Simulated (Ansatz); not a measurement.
Molecular dynamics of Ge16H (part 3 of 3)

Continued. System: Ge16H (defect cell, 17 atoms in the cell). Method: DFT PBE, scalar-relativistic, plane waves, PAW, no spin polarisation (Ansatz 0.2.0); cutoff 90 eV, 2×2×2 k-mesh, Fermi–Dirac smearing of 0.05 eV. One setting was made poor on purpose. It belongs to a series of runs on one base structure; here: an input spoilt on purpose.

Geometry of the input (Å; fractional positions):
```
0.0000  5.6600  5.6600
5.6600  0.0000  5.6600
5.6600  5.6600  0.0000
Ge -0.0096  -0.0101  0.0036
Ge 0.1618  0.1611  0.0144
Ge 0.0183  0.0177  0.4446
Ge 0.1146  0.1141  0.6242
Ge -0.0095  0.5150  0.0036
Ge 0.1186  0.6176  0.1450
Ge -0.0030  0.4910  0.5203
Ge 0.1146  0.6456  0.6245
Ge 0.5157  -0.0102  0.0036
Ge 0.6182  0.1181  0.1450
Ge 0.4914  -0.0035  0.5203
Ge 0.6462  0.1140  0.6245
Ge 0.4951  0.4946  0.0148
Ge 0.6184  0.6177  0.1450
Ge 0.4915  0.4909  0.5205
Ge 0.6202  0.6197  0.6398
H  0.2463  0.2465  0.7639
```

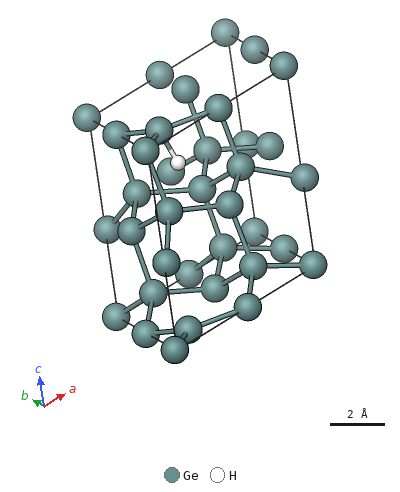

The geometry at step 16 of the log (ball-and-stick view of the cell of the calculation, seen slightly off an axis).

## Trajectory as extended XYZ, continued
```
17
Lattice="0.0000 5.6600 5.6600 5.6600 0.0000 5.6600 5.6600 5.6600 0.0000" Properties=species:S:1:pos:R:3:forces:R:3 step=5 time_fs=2.5 energy=-62245.04509 temperature=1242.0
Ge   -0.0279   -0.0339   -0.1229    6.8628   3.0073   0.6513
Ge    0.9920    0.9825    1.8269    4.5209   0.3550  -2.3616
Ge    2.6016    2.6091    0.2114   -7.9724  -8.8359   6.5765
Ge    4.1778    4.1968    1.2972    3.3031   7.2416   2.5833
Ge    2.9257   -0.0370    2.8458   -5.5320   3.6947  -6.2779
Ge    4.3027    1.4793    4.1698   -0.7010  -5.4949   2.2406
Ge    5.7303    2.9224    2.7589    1.7180  -3.3441  -1.4315
Ge    7.1940    4.1954    4.3040    2.1605   5.1246  -4.9580
Ge   -0.0356    2.9299    2.8631    5.3960  -3.5048   0.1367
Ge    1.4738    4.3202    4.1621  -12.0461   2.3397  -0.8610
Ge    2.9320    5.7311    2.7583   -1.5027   0.0139  -2.4208
Ge    4.1844    7.1954    4.3042    6.3746   0.3771  -6.2103
Ge    2.9020    2.8891    5.6063    2.3509  -3.2206   2.3277
Ge    4.3164    4.3345    6.9965   -1.1483   3.7314   3.2437
Ge    5.7228    5.7355    5.5723   -1.9371  -0.3957   5.9078
Ge    7.1334    7.1271    7.0213   -2.2798  -1.5216   1.2956
H     5.6975    5.7824    2.8222    0.3685   0.3637  -0.3912
17
Lattice="0.0000 5.6600 5.6600 5.6600 0.0000 5.6600 5.6600 5.6600 0.0000" Properties=species:S:1:pos:R:3:forces:R:3 step=7 time_fs=3.5 energy=-62245.79021 temperature=1602.7
Ge   -0.0228   -0.0333   -0.1271    8.5787   2.7716  -0.4686
Ge    0.9926    0.9769    1.8259    5.1193  -1.1128  -1.3181
Ge    2.5939    2.6028    0.2158   -9.0282 -10.3136   7.2565
Ge    4.1781    4.2043    1.2987    2.8646   8.6459   4.2096
Ge    2.9207   -0.0377    2.8384   -7.1895   4.0688  -7.8636
Ge    4.2974    1.4731    4.1714   -1.2497  -5.2415   3.6881
Ge    5.7332    2.9194    2.7576    2.6497  -3.2155  -2.4559
Ge    7.1964    4.2012    4.3033    2.7149   5.7004  -5.5086
Ge   -0.0340    2.9254    2.8638    6.5095  -4.0179   1.6761
Ge    1.4653    4.3210    4.1599  -15.0532   3.0277  -0.7382
Ge    2.9344    5.7330    2.7565   -0.3825   0.1448  -3.9896
Ge    4.1875    7.1968    4.3033    7.6199   0.2172  -7.3324
Ge    2.9099    2.8896    5.6087    4.1852  -3.7868   2.4653
Ge    4.3161    4.3407    6.9974   -1.9430   5.1527   1.9927
Ge    5.7218    5.7385    5.5785   -2.5802  -0.3713   6.9657
Ge    7.1349    7.1251    7.0229   -3.2878  -2.1353   1.9116
H     5.6949    5.8142    2.8290    0.4156   0.3951  -0.4458
17
Lattice="0.0000 5.6600 5.6600 5.6600 0.0000 5.6600 5.6600 5.6600 0.0000" Properties=species:S:1:pos:R:3:forces:R:3 step=9 time_fs=4.5 energy=-62246.89922 temperature=2139.4
Ge   -0.0166   -0.0323   -0.1314   10.6828   2.5190  -1.7821
Ge    0.9939    0.9711    1.8248    5.8272  -2.8581   0.0412
Ge    2.5850    2.5951    0.2212  -10.1518 -11.9261   8.1604
Ge    4.1789    4.2130    1.3008    2.2174  10.1410   6.1170
Ge    2.9147   -0.0378    2.8299   -9.2620   4.5712  -9.7473
Ge    4.2918    1.4661    4.1736   -1.7698  -4.8031   5.3182
Ge    5.7366    2.9161    2.7559    3.6202  -3.1470  -3.5932
Ge    7.1992    4.2078    4.3018    3.2747   6.3600  -6.2435
Ge   -0.0314    2.9203    2.8647    7.8371  -4.6126   3.4817
Ge    1.4548    4.3223    4.1576  -18.4707   3.7572  -0.5080
Ge    2.9368    5.7350    2.7542    0.9490   0.1771  -5.8249
Ge    4.1915    7.1981    4.3014    9.1025   0.0402  -8.7191
Ge    2.9184    2.8895    5.6115    6.1171  -4.3985   2.5032
Ge    4.3155    4.3476    6.9986   -2.7283   6.8520   0.5283
Ge    5.7205    5.7416    5.5856   -3.3476  -0.4137   8.2259
Ge    7.1360    7.1229    7.0248   -4.4252  -2.7672   2.6056
H     5.6963    5.8497    2.8315    0.4833   0.4312  -0.5224
17
Lattice="0.0000 5.6600 5.6600 5.6600 0.0000 5.6600 5.6600 5.6600 0.0000" Properties=species:S:1:pos:R:3:forces:R:3 step=11 time_fs=5.5 energy=-62248.51976 temperature=2922.8
Ge   -0.0090   -0.0310   -0.1359   13.2477   2.2053  -3.4157
Ge    0.9959    0.9650    1.8237    6.7189  -4.9382   1.7965
Ge    2.5747    2.5858    0.2277  -11.2622 -13.6084   9.3163
Ge    4.1799    4.2231    1.3037    1.1719  11.6797   8.3441
Ge    2.9076   -0.0373    2.8201  -11.8462   5.2036 -11.9839
Ge    4.2860    1.4586    4.1764   -2.2665  -4.0932   7.2229
Ge    5.7404    2.9123    2.7537    4.6431  -3.1725  -4.8800
Ge    7.2024    4.2152    4.2996    3.8867   7.0856  -7.1585
Ge   -0.0279    2.9147    2.8660    9.4016  -5.2613   5.6622
Ge    1.4419    4.3240    4.1552  -22.3411   4.4772  -0.0808
Ge    2.9392    5.7369    2.7511    2.5740   0.0573  -8.0261
Ge    4.1968    7.1995    4.2984   10.8420  -0.0971 -10.4016
Ge    2.9276    2.8889    5.6146    8.1580  -5.0023   2.3184
Ge    4.3145    4.3554    6.9999   -3.4900   8.8891  -1.2365
Ge    5.7188    5.7446    5.5938   -4.2819  -0.5484   9.7623
Ge    7.1365    7.1203    7.0271   -5.7525  -3.4305   3.4203
H     5.7023    5.8894    2.8290    0.5732   0.4653  -0.6232
17
Lattice="0.0000 5.6600 5.6600 5.6600 0.0000 5.6600 5.6600 5.6600 0.0000" Properties=species:S:1:pos:R:3:forces:R:3 step=14 time_fs=7.0 energy=-62252.39167 temperature=4790.4
Ge    0.0058   -0.0285   -0.1437   18.0128   1.5001  -6.7700
Ge    1.0006    0.9545    1.8226    8.6012  -8.7325   5.2577
Ge    2.5565    2.5684    0.2398  -12.5641 -15.9318  11.5160
Ge    4.1817    4.2411    1.3103   -1.7500  13.8871  12.3062
Ge    2.8937   -0.0353    2.8023  -16.8211   6.3088 -16.0353
Ge    4.2768    1.4463    4.1825   -2.9540  -2.2763  10.8248
Ge    5.7473    2.9059    2.7492    6.3006  -3.5310  -7.1581
Ge    7.2083    4.2282    4.2943    5.0521   8.2172  -8.7957
Ge   -0.0201    2.9048    2.8696   12.1374  -6.2001   9.8585
Ge    1.4167    4.3278    4.1517  -28.8526   5.3094   1.1692
Ge    2.9437    5.7398    2.7443    5.7342  -0.6142 -12.2427
Ge    4.2075    7.2015    4.2912   13.9219   0.0177 -13.4972
Ge    2.9436    2.8867    5.6198   11.3152  -5.6894   1.1986
Ge    4.3122    4.3694    7.0013   -4.4642  12.6795  -4.6028
Ge    5.7150    5.7489    5.6086   -6.1035  -1.0197  12.8023
Ge    7.1358    7.1155    7.0313   -8.2516  -4.4999   4.9751
H     5.7220    5.9572    2.8137    0.7213   0.4746  -0.7916
17
Lattice="0.0000 5.6600 5.6600 5.6600 0.0000 5.6600 5.6600 5.6600 0.0000" Properties=species:S:1:pos:R:3:forces:R:3 step=16 time_fs=8.0 energy=-62256.37604 temperature=6705.2
Ge    0.0186   -0.0266   -0.1499   21.6462   0.7957  -9.7764
Ge    1.0052    0.9461    1.8226   10.3764 -11.5953   7.9759
Ge    2.5424    2.5542    0.2498  -12.8328 -16.9394  13.1497
Ge    4.1826    4.2553    1.3166   -5.1190  15.1268  15.3142
Ge    2.8818   -0.0329    2.7879  -20.8045   6.9461 -19.0665
Ge    4.2702    1.4376    4.1883   -3.3445  -0.3645  13.8930
Ge    5.7529    2.9011    2.7451    7.5105  -4.1522  -8.9420
Ge    7.2130    4.2381    4.2894    6.1292   8.8948  -9.9396
Ge   -0.0130    2.8973    2.8736   14.0290  -6.6217  13.3650
Ge    1.3953    4.3311    4.1496  -33.2615   5.4243   2.5393
Ge    2.9475    5.7417    2.7378    8.3822  -1.6136 -15.7913
Ge    4.2168    7.2029    4.2842   16.2086   0.5990 -15.8778
Ge    2.9561    2.8843    5.6235   13.2892  -5.8124  -0.5108
Ge    4.3099    4.3808    7.0016   -4.8158  15.6997  -7.3554
Ge    5.7116    5.7516    5.6205   -7.6690  -1.6130  15.5106
Ge    7.1339    7.1116    7.0350  -10.3659  -5.2503   6.3102
H     5.7435    6.0081    2.7943    0.7279   0.3829  -0.8132
17
Lattice="0.0000 5.6600 5.6600 5.6600 0.0000 5.6600 5.6600 5.6600 0.0000" Properties=species:S:1:pos:R:3:forces:R:3 step=18 time_fs=9.0 energy=-62261.90600 temperature=9349.6
Ge    0.0342   -0.0245   -0.1574   25.1988  -0.1065 -13.3837
Ge    1.0111    0.9361    1.8237   12.6730 -14.3876  10.5454
Ge    2.5265    2.5378    0.2615  -12.2510 -17.0059  14.5639
Ge    4.1829    4.2716    1.3250  -10.0263  16.0560  18.5037
Ge    2.8671   -0.0295    2.7710  -24.9556   7.1031 -21.9778
Ge    4.2631    1.4290    4.1960   -3.6407   2.2858  17.6289
Ge    5.7596    2.8956    2.7397    8.8358  -5.2884 -10.9544
Ge    7.2185    4.2492    4.2832    7.5767   9.3713 -10.9368
Ge   -0.0040    2.8889    2.8793   15.5945  -6.6141  17.3922
Ge    1.3695    4.3352    4.1478  -36.9874   4.8389   4.2822
Ge    2.9524    5.7433    2.7293   11.3730  -3.3188 -19.9468
Ge    4.2284    7.2043    4.2751   18.5275   1.9533 -18.3504
Ge    2.9703    2.8812    5.6271   14.8968  -5.5266  -3.3706
Ge    4.3070    4.3942    7.0009   -4.6555  19.0021 -10.4046
Ge    5.7071    5.7541    5.6345   -9.5451  -2.5399  18.9403
Ge    7.1307    7.1070    7.0394  -12.9180  -5.9838   7.9423
H     5.7717    6.0623    2.7673    0.4192   0.0867  -0.5159
17
Lattice="0.0000 5.6600 5.6600 5.6600 0.0000 5.6600 5.6600 5.6600 0.0000" Properties=species:S:1:pos:R:3:forces:R:3 step=20 time_fs=10.0 energy=-62269.30609 temperature=12861.4
Ge    0.0531   -0.0225   -0.1667   27.8411  -1.0680 -17.2414
Ge    1.0187    0.9243    1.8262   15.3236 -16.5581  12.1320
Ge    2.5091    2.5192    0.2750  -10.4806 -15.5506  15.1101
Ge    4.1818    4.2899    1.3358  -16.5843  16.6241  21.6541
Ge    2.8492   -0.0253    2.7512  -28.4271   6.1108 -24.0316
Ge    4.2555    1.4207    4.2060   -3.8207   5.8035  22.0927
Ge    5.7673    2.8895    2.7330   10.3186  -7.1937 -13.1919
Ge    7.2250    4.2616    4.2755    9.4884   9.4994 -11.5442
Ge    0.0070    2.8796    2.8873   16.2289  -5.8047  21.7047
Ge    1.3389    4.3399    4.1465  -38.9094   3.1321   5.9678
Ge    2.9589    5.7445    2.7181   14.3721  -5.9976 -24.5227
Ge    4.2423    7.2060    4.2636   20.6484   4.5164 -20.6384
Ge    2.9864    2.8773    5.6302   15.8847  -4.8332  -7.6364
Ge    4.3035    4.4101    6.9988   -3.6297  22.3104 -13.4472
Ge    5.7013    5.7562    5.6510  -11.6793  -3.9117  23.2066
Ge    7.1258    7.1016    7.0449  -15.9437  -6.5967   9.8923
H     5.8035    6.1171    2.7359   -0.5414  -0.5353   0.4364
17
Lattice="0.0000 5.6600 5.6600 5.6600 0.0000 5.6600 5.6600 5.6600 0.0000" Properties=species:S:1:pos:R:3:forces:R:3 step=23 time_fs=11.5 energy=-62284.19789 temperature=19814.3
Ge    0.0883   -0.0198   -0.1849   27.2048  -1.6959 -21.2805
Ge    1.0340    0.9026    1.8329   16.8909 -17.4946  11.2702
Ge    2.4806    2.4878    0.2990   -5.1846  -9.3406  12.2732
Ge    4.1757    4.3214    1.3574  -28.2866  16.7022  25.0883
Ge    2.8154   -0.0176    2.7157  -28.6677   0.3204 -22.7269
Ge    4.2433    1.4099    4.2266   -3.9897  12.7233  29.8417
Ge    5.7816    2.8785    2.7195   12.9086 -12.1295 -16.8852
Ge    7.2372    4.2823    4.2612   13.1688   8.8624 -11.1667
Ge    0.0274    2.8645    2.9048   13.6054  -2.0449  27.6240
Ge    1.2836    4.3475    4.1462  -35.1475  -2.5821   5.9386
Ge    2.9722    5.7446    2.6951   17.1639 -12.0390 -30.7598
Ge    4.2683    7.2099    4.2412   22.8300  11.6215 -22.8283
Ge    3.0145    2.8703    5.6327   15.9270  -3.7511 -16.5381
Ge    4.2975    4.4396    6.9922    0.3639  26.1933 -16.6876
Ge    5.6898    5.7584    5.6815  -14.7738  -6.9123  30.9933
Ge    7.1144    7.0919    7.0557  -21.2708  -6.8712  13.2627
H     5.8360    6.1867    2.7018   -2.7290  -1.5909   2.5189
17
Lattice="0.0000 5.6600 5.6600 5.6600 0.0000 5.6600 5.6600 5.6600 0.0000" Properties=species:S:1:pos:R:3:forces:R:3 step=25 time_fs=12.5 energy=-62296.26054 temperature=25289.2
Ge    0.1161   -0.0182   -0.2004   21.6702  -0.5867 -20.2975
Ge    1.0468    0.8853    1.8393   11.9004 -15.9776   8.7359
Ge    2.4608    2.4653    0.3169   -0.2241  -2.4072   7.0028
Ge    4.1672    4.3450    1.3757  -34.8581  15.6692  24.6986
Ge    2.7882   -0.0124    2.6885  -22.0828  -7.6854 -16.6618
Ge    4.2346    1.4048    4.2450   -4.3359  18.0427  34.8382
Ge    5.7931    2.8693    2.7078   14.7656 -17.0823 -19.3945
Ge    7.2473    4.2975    4.2499   15.7895   8.0955  -9.8995
Ge    0.0432    2.8541    2.9208    8.4514   2.6185  30.1846
Ge    1.2411    4.3522    4.1469  -26.5509  -9.0409   1.8374
Ge    2.9837    5.7428    2.6750   15.8923 -16.4785 -32.4943
Ge    4.2892    7.2142    4.2227   23.3087  18.7866 -22.8327
Ge    3.0357    2.8651    5.6318   15.1119  -4.0991 -23.2657
Ge    4.2935    4.4633    6.9852    4.7892  27.1613 -16.7118
Ge    5.6797    5.7587    5.7067  -15.7658  -9.2801  36.3590
Ge    7.1034    7.0844    7.0650  -25.0230  -6.2348  15.4129
H     5.8287    6.2155    2.7058   -2.8392  -1.5404   2.4588
```

## Results in brief

```tsv
quantity	value
outcome	finished
mean temperature over the second half	12477 K
trajectory	25 steps, 12.5 fs
ensemble	nvt_nose_hoover
temperature in the input	840.0 K
time step	0.5 fs
electrons treated	225
potential energy (free energy of the electrons) (last step)	−62296.2605 eV
Fermi energy (last step)	−0.677 eV
largest force (length of the vector) (last step)	45.504 eV/Å
wall time	21 s (CPU time 40 s)
peak memory	0.48 GiB
```

## Remarks

Warnings of the run: the cutoff is below the recommended one. A deliberately poor setting: bad input. The input asks for low accuracy. So short a trajectory is not equilibrated. The temperature stays far from the 840 K of the thermostat over the second half: the run isn't equilibrated. The integration failed: the conserved energy drifts or the temperature runs away, so the later frames and the averages aren't results; the time step is too long for this system.
